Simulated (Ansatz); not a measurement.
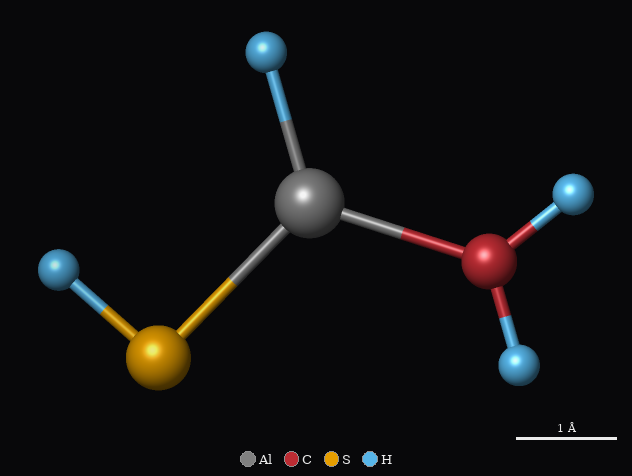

A ball-and-stick model of a molecule.

The species is neutral and a spin doublet. The computed structure is the end point of a PBE0-D4/def2-TZVP optimisation. No frequency run is at hand to confirm it as a minimum.

> Count the atoms of each element.

CH₄AlS, 7 atoms: 1 carbon, 4 hydrogen, 1 aluminium and 1 sulfur.

> What is the point group of this geometry?

Cs.

> How many sets of symmetry-equivalent atoms are there?

7: 1 Al, 1 C, 1 S, 1 H, 1 H, 1 H, 1 H.

> Count the bonded pairs by element.

2 C–H, 1 C–Al, 1 Al–S, 1 S–H, 1 Al–H. Sticks follow a distance rule.

More results for the same structure follow; atom numbers are the same in all pictures, views and colours differ.

Electronic properties

No frequency run is at hand to confirm it as a minimum. Level of theory: UKS PBE-D4/def2-TZVPP (Ansatz 0.2.0).

> What is the dispersion correction?

−11.7 kJ/mol.

> Give the ⟨S²⟩ of the determinant at this level.

0.753.

Dipole moment

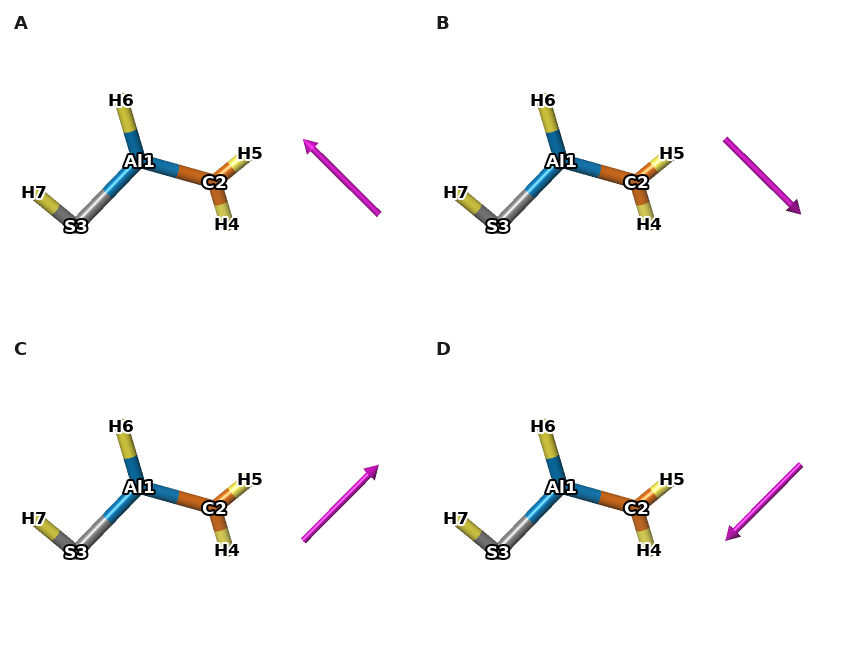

The same molecule four times, each with an arrow. No frequency run is at hand to confirm it as a minimum. Properties computed with UKS PBE0-D4/def2-TZVP (Ansatz 0.2.0).

> Which arrow points along the dipole moment, from the negative to the positive end?

C. The dipole moment is 1.07 D; it points from the side of S3, H7 to the side of H5 (the outermost atoms at the two ends).

Charges

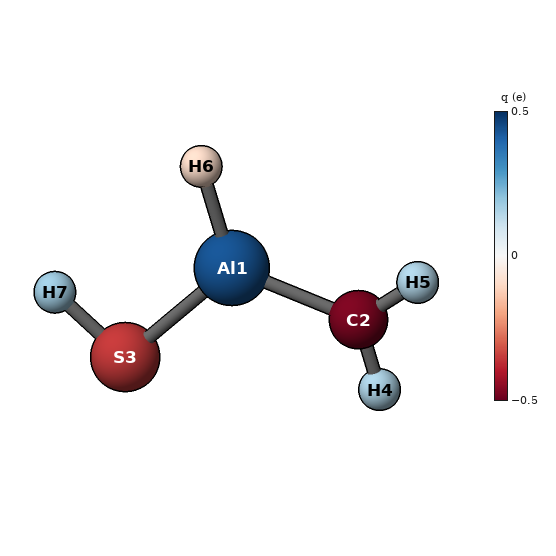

Atoms are coloured by their Mulliken charges. No frequency run is at hand to confirm it as a minimum. Properties computed with UKS PBE0-D4/def2-TZVP (Ansatz 0.2.0).

List the Mulliken charges.

```tsv
atom	value (e)
Al1	0.43
C2	−0.47
S3	−0.35
H4	0.15
H5	0.15
H6	−0.09
H7	0.17
```

Mulliken values depend strongly on the basis set and can even reverse the polarity of a bond.
